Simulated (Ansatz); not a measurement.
Consider AlCrBN₂.

The calculation's input:

```
crystal:
  lattice:
    - [4.7279424832, 0.0, 0.0]
    - [-2.3639712416, 4.0945182981, 0.0]
    - [0.0, 0.0, 4.6807611096]
  atoms:
    - { symbol: Al, position: [0.6666666667, 0.3333333333, 0.5] }
    - { symbol: Cr, position: [0.3333333333, 0.6666666667, 0.5], spin: 1.34 }
    - { symbol: B, position: [0.6666666667, 0.3333333333, 0.0] }
    - { symbol: "N", position: [0.3333333333, 0.6666666667, 0.127667756] }
    - { symbol: "N", position: [0.3333333333, 0.6666666667, 0.872332244] }
basis:
  ecutwfc: 420
kpoints:
  mp_grid: { grid: [12, 12, 8] }
hamiltonian:
  xc: pbe
scf:
  occupations: { method: gaussian, width: 0.1 }
output:
  forces: true
  stress: true
  eigenvalues: true
  populations: true
  write_density: true
  write_potential: true
  elf: true
  volumetric_format: npy
magnetization:
  spin_polarized: true
relax:
  adjacent_minimum: "off"
  f_tol: 0.01
  max_steps: 80
  cell: { stress_tol: 0.05 }
```

Launched as:

```sh
ansatz run input.yaml --threads 1 --pin off --max-ram 2560MiB --backend cpu --events-out ev --progress --plain --runs-dir out
```

Below, planes, directions and counts refer to the conventional cell (a = 4.74 Å, b = 4.74 Å, c = 4.69 Å, α = 90.00°, β = 90.00°, γ = 120.00°).

The fields are those of the relaxed geometry.

Space group P-6m2; a structure generated by program, which may or may not match a known phase; spin-polarised.

All numbers below come from Ansatz, DFT PBE, scalar-relativistic, plane waves, PAW.

**What will maps of the valence pseudo-density, electron localisation function and spin density show?**

N–N (1.19 Å): ρ is about 3.6 e/Å³ halfway; the ELF peaks at about 0.90 between the atoms.
Cr–N (1.75 Å): the density is about 1.1 e/Å³ at the midpoint; the ELF peaks at about 0.85 in the valence shell of N, 0.5 Å from its nucleus, and is about 0.20 at the midpoint (no localised pair shows between them).
Al–B (2.35 Å): ρ at the midpoint is about 0.36 e/Å³; the ELF peaks at about 1 in the valence shell of B, 0.9 Å from its nucleus, and is about 0.90 at the midpoint.
The spin density sits on Cr: +1.4 μB in one cell of 5 atoms, with smaller moments on B (up to −0.05 μB): parallel main moments, as they must be, since the calculation's own cell holds one magnetic site. The cell of the calculation (5 atoms) carries 1.6 μB of net spin moment.

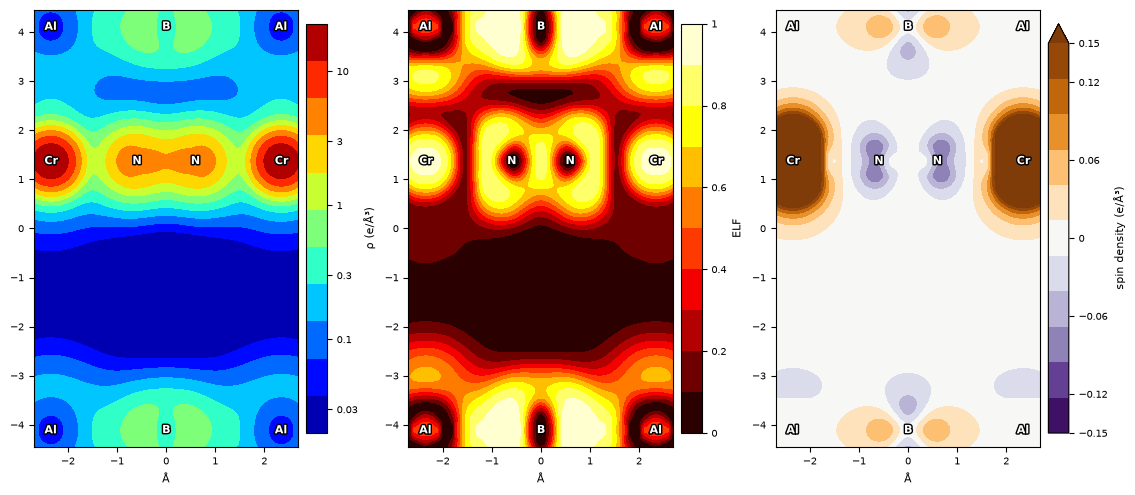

Computed valence pseudo-density, electron localisation function and spin density on the (110) plane of the conventional cell, in this order. 

The density is the valence pseudo-density of a PAW calculation; it isn't the true density close to the nuclei.
